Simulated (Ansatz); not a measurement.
## Si₂NH₆OF: geometry relaxation (part 1 of 2)

System: Si₂NH₆OF, SMILES N[SiH2][SiH](O)F.
Method: RKS CAM-B3LYP-D4/def2-SVP (Ansatz 0.2.0).

It belongs to a series of runs on one base structure; here: end point A relaxed. Figures and captions count atoms from 1; the log counts them from 0 in places.

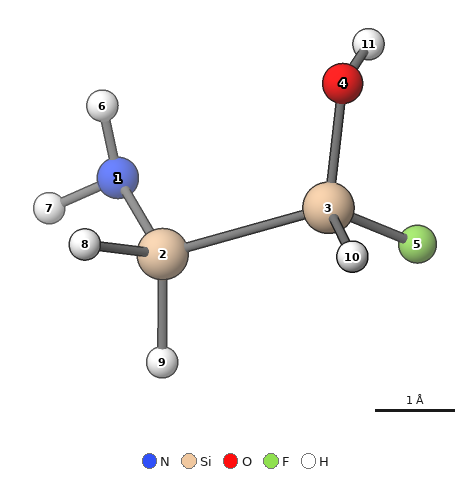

Fig. 1: The structure as given in the input (ball-and-stick view, seen at a tilt; atoms are numbered from 1 in the order of the input). Bond lengths as drawn: F–Si 1.59 Å, H–N 0.99 to 1.03 Å, H–O 1.04 Å, H–Si 1.47 to 1.52 Å, N–Si 1.66 Å, O–Si 1.62 Å and Si–Si 2.34 Å.

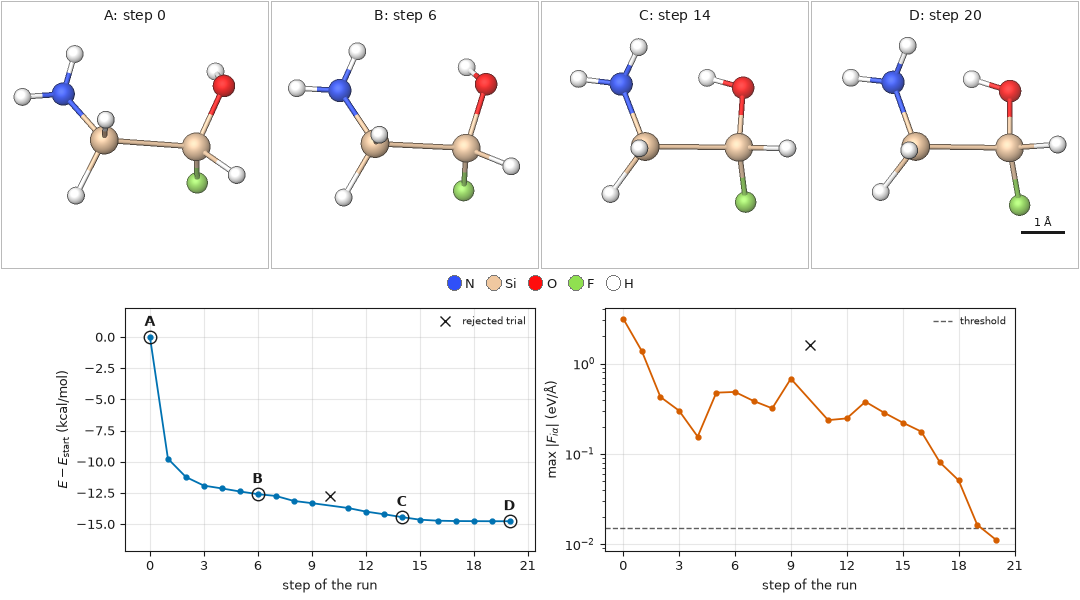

Fig. 2: Frames of the relaxation (ball-and-stick view, seen at a tilt) above the curves, on which the letters mark them (the first geometry is step 0 here and step 1 in the log).

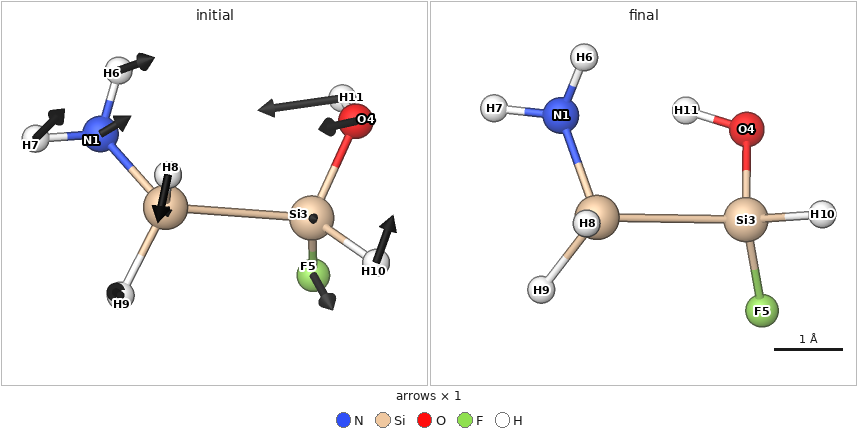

Fig. 3: Before (left) and after (right) the relaxation, at one scale (ball-and-stick view, seen at a tilt). The black arrows give the displacements, at true length. H11 moves most after the best rigid fit: 1.30 Å. Largest moves by element: H 1.30 Å, F 0.83 Å, O 0.78 Å, N 0.55 Å, Si 0.16 Å. Among the contacts that change: N1–Si2 1.657 → 1.759 Å, O4–H11 1.037 → 0.972 Å, Si3–H10 1.519 → 1.481 Å, Si3–O4 1.615 → 1.651 Å. Among the angles that change: N1–Si2–Si3 114.1° → 99.3°, Si2–Si3–O4 113.2° → 101.2°, N1–Si2–H8 104.6° → 115.2°. The energy falls by 14.8 kcal/mol in 20 geometry steps. The largest force component goes from 3.1 to 0.011 eV/Å. The line search rejected the trial step at point 10 (counted from 0) and went back. (Atoms are counted from 1 in the order of the input.)

The input and output of the run follow.

### Input
```yaml
crystal:
  periodic: [false, false, false]
  atoms:
    - { symbol: "N", position_ang: [-1.5612, -0.0189, -1.0744] }
    - { symbol: Si, position_ang: [0.0942, -0.0824, -1.071] }
    - { symbol: Si, position_ang: [1.0602, 0.2727, 1.029] }
    - { symbol: O, position_ang: [0.3026, -0.5127, 2.2196] }
    - { symbol: F, position_ang: [1.0473, 1.8185, 1.4178] }
    - { symbol: H, position_ang: [-2.0012, -0.7518, -0.5843] }
    - { symbol: H, position_ang: [-1.908, -0.0661, -2.042] }
    - { symbol: H, position_ang: [0.4148, -1.4352, -1.5607] }
    - { symbol: H, position_ang: [0.5912, 0.899, -2.0438] }
    - { symbol: H, position_ang: [2.5029, -0.1984, 1.0798] }
    - { symbol: H, position_ang: [-0.4773, 0.0183, 2.6508] }
basis:
  gaussian: { orbitals: def2-SVP }
hamiltonian:
  xc: cam_b3lyp
  dispersion: d4
relax:
  f_tol: 0.015
  max_steps: 40
```

Launched with:
```bash
ansatz run input.yaml --threads 2 --pin off --max-ram 3072MiB --backend cpu --events-out ev --progress --plain --runs-dir out
```

### What the program printed
```
The last accepted step is kept in [file] (removed where the run ends without a failure and the disk answers)
Engine: ansatz 0.2.0, x86_64-unknown-linux-gnu
Functional definition: CAM-B3LYP
  parameter alpha = 0.19
  parameter beta = 0.46
  parameter omega = 0.33/bohr
  parameter ac = 0.81
  exchange = (1 - alpha - beta)*b88_x + beta*b88_x_sr(omega) + alpha*exact_x + beta*exact_x_lr(omega)
  correlation = (1 - ac)*vwn5_c + ac*lyp_c
1106 factors; integrals over basis functions are off by at most 4.4e-4 eV
399 factors; integrals over basis functions are off by at most 8.1e-7 eV
mean field evaluation 1: about -22089.4665 eV, gradient 6.9e1 eV
mean field evaluation 2: about -22085.2578 eV, gradient 8.4e1 eV
mean field evaluation 4: about -22097.8622 eV, gradient 3.0e0 eV
mean field evaluation 8: about -22097.8849 eV, gradient 1.1e-1 eV
mean field evaluation 16: about -22097.8849 eV, gradient 6.8e-5 eV
mean field -22097.88489867 eV, -812.0822915419 hartree, gradient 6.8e-5 eV, S^2 0.000000; 0 other end points of the search recorded, 0 dependent functions left out
the calculation of the forces begins
reference -22097.88503379 eV, -812.0822965073 hartree; 29, 29 occupied and 79, 79 virtual orbitals, 1106 factors
relax step   1: F+E_penalty+E_count = -22098.08936239 eV  Δ(F+E_penalty+E_count) = +0.000e0 eV  max|allowed force component| = 3.148e0 eV/Å  Δτ_max = 0.0000 Å  (25 SCF iters, accepted)
these checks for a lower state are left out or cut short: starts, cluster_reference, orbital_swaps, neighbouring_geometries, increment
1106 factors; integrals over basis functions are off by at most 4.5e-4 eV
399 factors; integrals over basis functions are off by at most 7.6e-7 eV
mean field -22098.30760844 eV, -812.0978258391 hartree, gradient 2.5e-5 eV, S^2 0.000000; 0 other end points of the search recorded, 0 dependent functions left out
[... from here on the field's lines of each further geometry are left out, up to the last ...]
relax step   2: F+E_penalty+E_count = -22098.51237133 eV  Δ(F+E_penalty+E_count) = -4.230e-1 eV  max|allowed force component| = 1.378e0 eV/Å  Δτ_max = 0.1927 Å  (29 SCF iters, accepted)
relax step   3: F+E_penalty+E_count = -22098.57597136 eV  Δ(F+E_penalty+E_count) = -6.360e-2 eV  max|allowed force component| = 4.275e-1 eV/Å  Δτ_max = 0.1238 Å  (25 SCF iters, accepted)
relax step   4: F+E_penalty+E_count = -22098.60591255 eV  Δ(F+E_penalty+E_count) = -2.994e-2 eV  max|allowed force component| = 3.014e-1 eV/Å  Δτ_max = 0.0793 Å  (26 SCF iters, accepted)
relax step   5: F+E_penalty+E_count = -22098.61567468 eV  Δ(F+E_penalty+E_count) = -9.762e-3 eV  max|allowed force component| = 1.554e-1 eV/Å  Δτ_max = 0.0683 Å  (27 SCF iters, accepted)
relax step   6: F+E_penalty+E_count = -22098.62623820 eV  Δ(F+E_penalty+E_count) = -1.056e-2 eV  max|allowed force component| = 4.767e-1 eV/Å  Δτ_max = 0.1753 Å  (28 SCF iters, accepted)
relax step   7: F+E_penalty+E_count = -22098.63557033 eV  Δ(F+E_penalty+E_count) = -9.332e-3 eV  max|allowed force component| = 4.855e-1 eV/Å  Δτ_max = 0.1714 Å  (28 SCF iters, accepted)
relax step   8: F+E_penalty+E_count = -22098.64175659 eV  Δ(F+E_penalty+E_count) = -6.186e-3 eV  max|allowed force component| = 3.857e-1 eV/Å  Δτ_max = 0.1143 Å  (29 SCF iters, accepted)
relax step   9: F+E_penalty+E_count = -22098.65910284 eV  Δ(F+E_penalty+E_count) = -1.735e-2 eV  max|allowed force component| = 3.198e-1 eV/Å  Δτ_max = 0.1540 Å  (29 SCF iters, accepted)
relax step  10: F+E_penalty+E_count = -22098.66674394 eV  Δ(F+E_penalty+E_count) = -7.641e-3 eV  max|allowed force component| = 6.799e-1 eV/Å  Δτ_max = 0.1445 Å  (28 SCF iters, accepted)
relax step  11: F+E_penalty+E_count = -22098.64233060 eV  Δ(F+E_penalty+E_count) = +2.441e-2 eV  max|allowed force component| = 1.607e0 eV/Å  Δτ_max = 0.1951 Å  (29 SCF iters, rejected (line search))
relax step  12: F+E_penalty+E_count = -22098.68348965 eV  Δ(F+E_penalty+E_count) = -1.675e-2 eV  max|allowed force component| = 2.368e-1 eV/Å  Δτ_max = 0.0968 Å  (25 SCF iters, accepted)
relax step  13: F+E_penalty+E_count = -22098.69603631 eV  Δ(F+E_penalty+E_count) = -1.255e-2 eV  max|allowed force component| = 2.474e-1 eV/Å  Δτ_max = 0.0973 Å  (25 SCF iters, accepted)
relax step  14: F+E_penalty+E_count = -22098.70519015 eV  Δ(F+E_penalty+E_count) = -9.154e-3 eV  max|allowed force component| = 3.784e-1 eV/Å  Δτ_max = 0.1456 Å  (28 SCF iters, accepted)
relax step  15: F+E_penalty+E_count = -22098.71521425 eV  Δ(F+E_penalty+E_count) = -1.002e-2 eV  max|allowed force component| = 2.863e-1 eV/Å  Δτ_max = 0.0563 Å  (25 SCF iters, accepted)
relax step  16: F+E_penalty+E_count = -22098.72414479 eV  Δ(F+E_penalty+E_count) = -8.931e-3 eV  max|allowed force component| = 2.223e-1 eV/Å  Δτ_max = 0.0816 Å  (25 SCF iters, accepted)
relax step  17: F+E_penalty+E_count = -22098.72777317 eV  Δ(F+E_penalty+E_count) = -3.628e-3 eV  max|allowed force component| = 1.768e-1 eV/Å  Δτ_max = 0.0596 Å  (26 SCF iters, accepted)
relax step  18: F+E_penalty+E_count = -22098.72898489 eV  Δ(F+E_penalty+E_count) = -1.212e-3 eV  max|allowed force component| = 8.054e-2 eV/Å  Δτ_max = 0.0410 Å  (26 SCF iters, accepted)
relax step  19: F+E_penalty+E_count = -22098.72932141 eV  Δ(F+E_penalty+E_count) = -3.365e-4 eV  max|allowed force component| = 5.111e-2 eV/Å  Δτ_max = 0.0275 Å  (26 SCF iters, accepted)
relax step  20: F+E_penalty+E_count = -22098.72962107 eV  Δ(F+E_penalty+E_count) = -2.997e-4 eV  max|allowed force component| = 1.644e-2 eV/Å  Δτ_max = 0.0147 Å  (24 SCF iters, accepted)
the calculation of the forces begins
reference -22098.51680282 eV, -812.1055135910 hartree; 29, 29 occupied and 79, 79 virtual orbitals, 1106 factors
relax step  21: F+E_penalty+E_count = -22098.72965378 eV  Δ(F+E_penalty+E_count) = -3.271e-5 eV  max|allowed force component| = 1.126e-2 eV/Å  Δτ_max = 0.0036 Å  (20 SCF iters, accepted)
1106 factors; integrals over basis functions are off by at most 4.8e-4 eV
399 factors; integrals over basis functions are off by at most 5.7e-7 eV
mean field -22098.51667079 eV, -812.1055087391 hartree, gradient 7.3e-5 eV, S^2 0.000000; 1 other end points of the search recorded, 0 dependent functions left out
the calculation of the forces begins
reference -22098.51680282 eV, -812.1055135910 hartree; 29, 29 occupied and 79, 79 virtual orbitals, 1106 factors
Total energy: -22098.72978581 eV, -812.1133405713 hartree
Atom 0 at    -1.438126    -0.360828    -0.649867 Å, force    -0.003225     0.000955     0.011265 eV/Å
Atom 1 at     0.228771    -0.030086    -1.104098 Å, force     0.004763     0.001926    -0.008043 eV/Å
Atom 2 at     1.162647     0.223465     1.034461 Å, force     0.006327    -0.005517     0.000183 eV/Å
Atom 3 at    -0.180052     0.100576     1.986751 Å, force    -0.001819     0.007103    -0.008535 eV/Å
Atom 4 at     1.832348     1.698768     1.158082 Å, force    -0.003355    -0.000522     0.001276 eV/Å
Atom 5 at    -1.641654    -1.278879    -0.261269 Å, force    -0.001558    -0.001527    -0.000577 eV/Å
Atom 6 at    -2.172871    -0.106999    -1.304954 Å, force     0.000881    -0.000624    -0.004611 eV/Å
Atom 7 at     0.869671    -1.066511    -1.970256 Å, force     0.001028     0.000566     0.001347 eV/Å
Atom 8 at     0.210416     1.252445    -1.859015 Å, force    -0.000370     0.000319     0.000881 eV/Å
Atom 9 at     2.186821    -0.729384     1.519742 Å, force    -0.000637    -0.000196    -0.000559 eV/Å
Atom 10 at    -0.992470     0.240434     1.471223 Å, force    -0.002035    -0.002481     0.007374 eV/Å
Dipole moment:    -0.443798    -0.377017    -0.484694 e Å
```

### Trajectory as extended XYZ (Å, eV, eV/Å), 21 frames, from step=1 to step=21
```
11
Properties=species:S:1:pos:R:3:forces:R:3 step=1 energy=-22098.08936
N    -1.5612   -0.0189   -1.0744   -2.3306   1.3071  -1.2354
Si    0.0942   -0.0824   -1.0710    2.1911  -0.2342   0.0951
Si    1.0602    0.2727    1.0290    1.5130  -0.7209  -1.0481
O     0.3026   -0.5127    2.2196   -3.1480   0.8500   2.3475
F     1.0473    1.8185    1.4178   -0.0507   1.2730   0.0978
H    -2.0012   -0.7518   -0.5843   -0.8452  -1.0356   0.9309
H    -1.9080   -0.0661   -2.0420   -0.1149   0.2136   0.4766
H     0.4148   -1.4352   -1.5607    0.8210  -0.4468  -0.0730
H     0.5912    0.8990   -2.0438    0.2443   0.2861  -0.2460
H     2.5029   -0.1984    1.0798   -0.4817   0.1657  -0.1391
H    -0.4773    0.0183    2.6508    2.2017  -1.6579  -1.2064
11
Properties=species:S:1:pos:R:3:forces:R:3 step=2 energy=-22098.51237
N    -1.5840    0.0049   -1.0411   -1.0608   0.1035  -0.6137
Si    0.1133   -0.1105   -1.0926    1.3776  -0.3523   0.2518
Si    1.0757    0.2388    1.0261    0.3512  -0.1563  -0.8261
O     0.2710   -0.5166    2.2341   -1.1417   0.2501   0.8913
F     0.9993    1.8229    1.3195    0.0736   0.5697   0.1313
H    -2.0544   -0.7178   -0.5131   -0.1879  -0.1053   0.2664
H    -1.9906    0.0056   -1.9818   -0.0942   0.1425   0.3159
H     0.6043   -1.4626   -1.5397    0.0750   0.0934  -0.0733
H     0.6358    0.9007   -2.0470   -0.0111   0.0438  -0.0759
H     2.5045   -0.1957    1.0730   -0.1626   0.0311   0.0621
H    -0.5095   -0.0268    2.5836    0.7809  -0.6200  -0.3298
11
Properties=species:S:1:pos:R:3:forces:R:3 step=3 energy=-22098.57597
N    -1.5688    0.0007   -1.0254   -0.3014  -0.4171  -0.2539
Si    0.1615   -0.1667   -1.1238    0.1558   0.1355   0.0822
Si    1.0454    0.2730    1.0100    0.2250  -0.0864  -0.0899
O     0.2342   -0.5212    2.2141    0.2619  -0.1264  -0.1719
F     1.0088    1.8643    1.3651   -0.0682  -0.1504  -0.1674
H    -2.0676   -0.6736   -0.4360    0.1899   0.2827  -0.1293
H    -2.0445    0.0423   -1.9307    0.0218   0.0608   0.2672
H     0.6929   -1.4937   -1.6204   -0.0983   0.1703   0.1589
H     0.6673    0.8552   -2.0863   -0.0588  -0.0133   0.0037
H     2.4558   -0.1739    1.0733    0.0998   0.0070   0.0749
H    -0.5196   -0.0633    2.5810   -0.4275   0.1373   0.2256
11
Properties=species:S:1:pos:R:3:forces:R:3 step=4 energy=-22098.60591
N    -1.5723   -0.0038   -1.0240    0.0092  -0.3014  -0.0313
Si    0.1671   -0.1451   -1.1148   -0.0333  -0.0206  -0.0333
Si    1.0833    0.2403    1.0085   -0.1566   0.1787   0.0193
O     0.2315   -0.5252    2.2095    0.1951   0.0177  -0.1129
F     0.9933    1.8462    1.2894    0.0665  -0.1585  -0.0153
H    -2.0650   -0.6504   -0.4038    0.1417   0.2005  -0.1194
H    -2.0658    0.0329   -1.9165    0.0413   0.0527   0.1679
H     0.7010   -1.4676   -1.5931   -0.0586   0.0379   0.0077
H     0.6509    0.8754   -2.0890   -0.0283  -0.0074   0.0377
H     2.5009   -0.1816    1.1319   -0.0200  -0.0115   0.0246
H    -0.5595   -0.0780    2.5226   -0.1570   0.0119   0.0549
11
Properties=species:S:1:pos:R:3:forces:R:3 step=5 energy=-22098.61568
N    -1.5545   -0.0142   -0.9982    0.0529  -0.1554  -0.0880
Si    0.1813   -0.1450   -1.1248   -0.0656  -0.0052   0.0312
Si    1.0850    0.2431    0.9996   -0.0987   0.1181   0.0432
O     0.2094   -0.5194    2.1856    0.0052   0.1054  -0.0308
F     1.0037    1.8476    1.2805    0.0555  -0.1036  -0.0166
H    -2.0325   -0.6538   -0.3654    0.0722   0.0986  -0.0427
H    -2.0746    0.0406   -1.8724    0.0128   0.0372   0.1167
H     0.7030   -1.4674   -1.6045   -0.0090   0.0033  -0.0264
H     0.6496    0.8818   -2.0979   -0.0305  -0.0068   0.0093
H     2.4984   -0.1870    1.1477   -0.0345  -0.0113   0.0306
H    -0.6033   -0.0834    2.4706    0.0397  -0.0803  -0.0264
```
